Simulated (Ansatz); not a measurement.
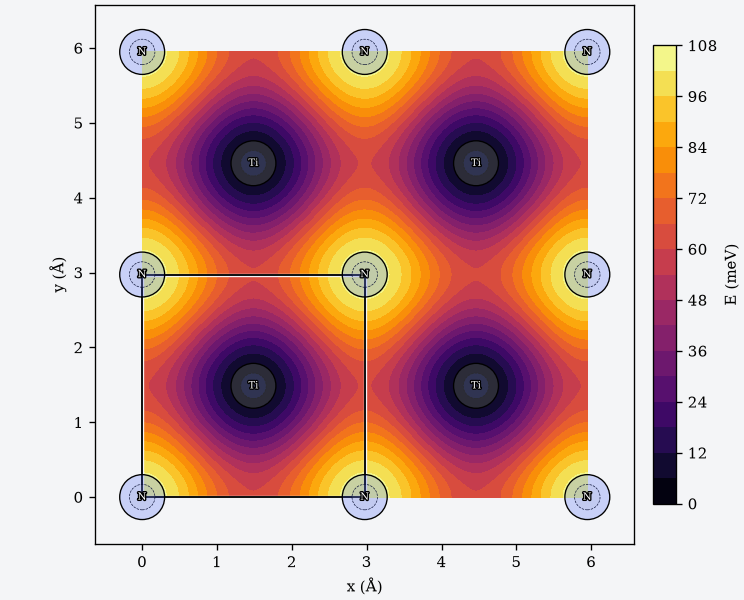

O on a TiN(100) slab cut from the Fm-3m phase, its upper half relaxed before the scan (24 atoms of substrate and one adsorbate in a 2 × 2 cell). O is moved over the surface cell at a fixed height above a rigid substrate; the origin of the map has the adsorbate above N21; the height is held at 3.30 Å. Places are given modulo a cell vector. The map is drawn in real space over the plane of the surface. Grid: 6 × 6 points; 10 points were computed and 26 follow by symmetry. Places are given in fractions of the 1 × 1 surface cell. All energies are given in meV relative to the lowest grid point. The runs have no spin polarisation, so an open-shell adsorbate far from the surface lies too high. At a fixed height the lowest place need not be the adsorption site. These are results of DFT PBE+D3(BJ), scalar-relativistic, plane waves, PAW (Ansatz 0.2.0), not measurements. Settings: cutoff 420 eV, k-mesh 5×5×1, gaussian smearing 0.1 eV, no spin polarisation.

Drawn: filled contours, labelled circles for the atoms of the top layer and small ones for the second layer, the outline of one cell of the 2 × 2 shown. Between grid points the surface is interpolated.

The lowest grid point is at the top site over a surface Ti atom, (3/6, 3/6) of the cell vectors. No other kind of well shows on this grid. The highest grid point, the top site over a surface N atom, (0/6, 0/6) of the cell vectors, lies 107 meV above the lowest. On the interpolated surface the easiest way out of the lowest well to its copy in the next cell or period passes a barrier of about 60 meV. At the lowest point the adsorbate has 1 Ti at 3.51 Å as nearest neighbours, at the highest 1 N at 3.30 Å.

The scan is repeated with another setting: the height is held at 2.50 Å; all else is set up alike.

Question: What does this change do to the map?

Answer: The lowest place stays at the top site over a surface Ti atom, (3/6, 3/6) of the cell vectors. The span from the lowest to the highest grid point grows from 107 to 424 meV. The easiest pass out of the lowest well goes from about 60 to about 270 meV on the interpolated surfaces. In the new map: at the lowest point the adsorbate has 1 Ti at 2.71 Å as nearest neighbours, at the highest 1 N at 2.50 Å.

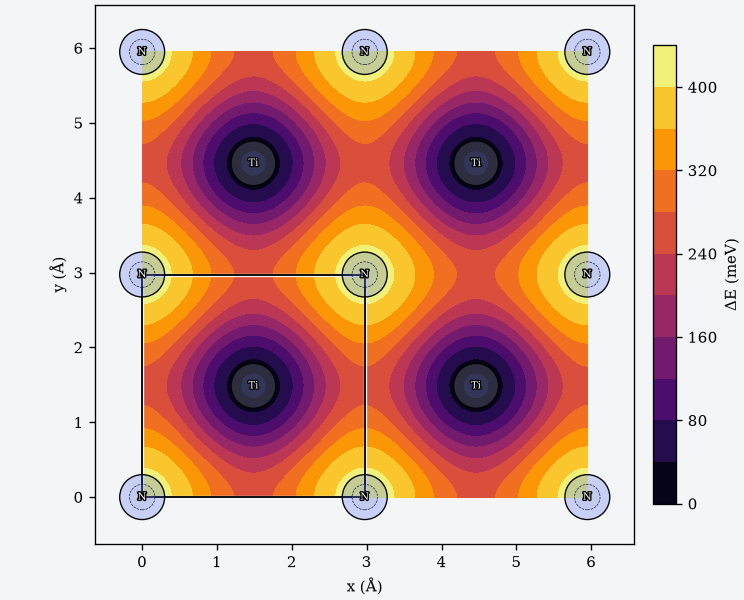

The map after the change, on a colour scale of its own. Drawn: filled contours, labelled circles for the atoms of the top layer and small ones for the second layer, the outline of one cell of the 2 × 2 shown. Between grid points the surface is interpolated.

PAW datasets: the set soft_1.
